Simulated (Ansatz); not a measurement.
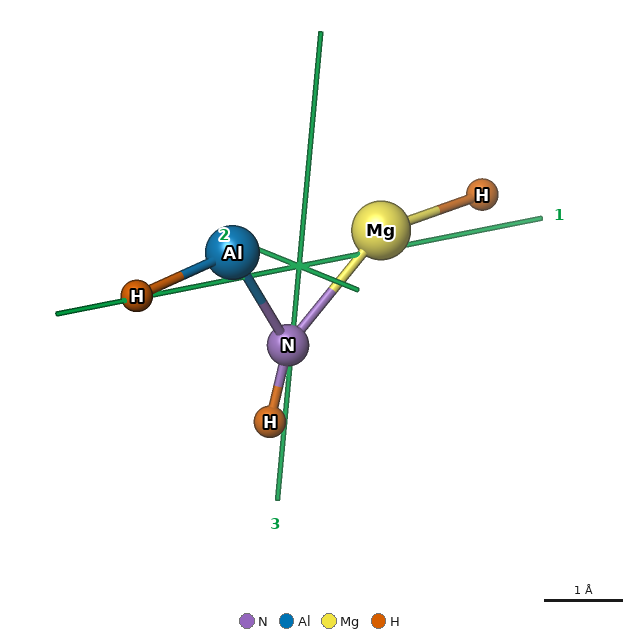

The three principal axes of inertia are drawn and numbered. Atoms fade into the background with distance from the viewer. Charge −1, singlet. Computed geometry: PBE-D4/def2-SVPD optimisation. No frequency run is at hand to confirm it as a minimum. Masses are those of the most abundant isotopes; constants are for the rigid equilibrium geometry.

Which line is the a axis (least moment of inertia), which b and which c?

Answer. a is line 1, b is line 3, c is line 2; the moments are 25.6, 107, 133 u Å².

Classify the rotor and give the rotational constants (cm⁻¹).

Answer. An asymmetric top (Cs): A = 0.658, B = 0.158, C = 0.127 cm⁻¹. Ray's parameter κ is −0.89, close to the prolate limit.
